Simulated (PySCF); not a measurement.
```xyz
18

C    -0.1640    2.3393   -0.2041
C    -0.2403    1.0336   -0.2270
C    -0.7218   -0.2115    0.3847
C    -2.1695   -0.6454    0.2655
O    -2.3222   -2.0358    0.4052
C     0.1671   -0.2312   -0.8519
O     1.4668   -0.7027   -0.7949
Si    2.7217   -0.3555    0.1510
F     2.3799   -0.7343    1.6804
H    -0.6761    2.9212    0.5452
H     0.4095    2.8843   -0.9368
H    -0.2547   -0.5147    1.3154
H    -2.5761   -0.3024   -0.6987
H    -2.7638   -0.2029    1.0693
H    -1.7222   -2.4775   -0.2073
H    -0.2888   -0.5095   -1.7995
H     3.6932   -1.3054   -0.3373
H     3.0524    1.0567    0.2290
```

Geometry: GFN2-xTB.

Theory: PBE0/pcSseg-1, SCF density, gas phase, non-relativistic in PySCF 2.14.0.

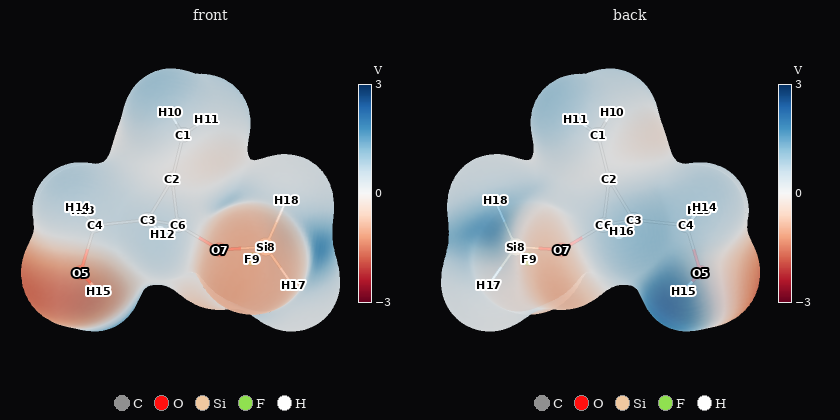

C₅H₉FO₂Si. The molecular electrostatic potential painted on the density surface at 0.002 e/bohr³, seen from the front and from behind; red is negative and blue positive.

### Which sites attract a positive test charge, and which a negative one?

A positive charge is drawn to the negative regions and a negative charge to the positive ones. The most negative region (about −1.6 V) lies over O5, the most positive (about +2.1 V) over H15. O5 is the likeliest acceptor of a hydrogen bond.
